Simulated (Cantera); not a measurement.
Input: 1 mol MgO, 0.98 mol CH4, 0.2 mol CO, at 310000 Pa.

These are equilibrium values from Cantera (NASA tables, ideal gas, pure condensed phases), not measurements of a reactor. Candidate condensed phases: C, C6H6, C7H8, C8H18, H2O, Mg, MgCO3, MgO, Mg(OH)2; 116 gas species. The tables' values for MgH are old estimates; treat these amounts as uncertain. The numbers say what is thermodynamically allowed, not how fast it happens.

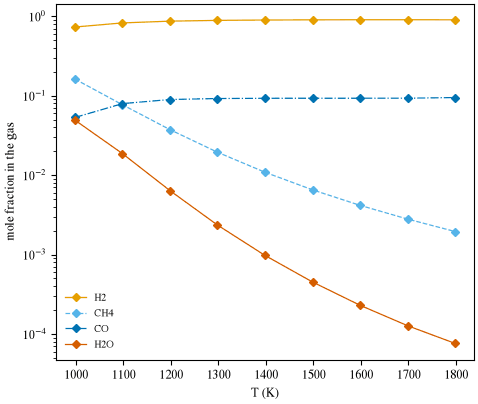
Fig. 1. Equilibrium gas composition (values under 1e-9 drawn at 1e-9)

From 998 K to 1798 K the condensed part is C(graphite) + MgO(s).
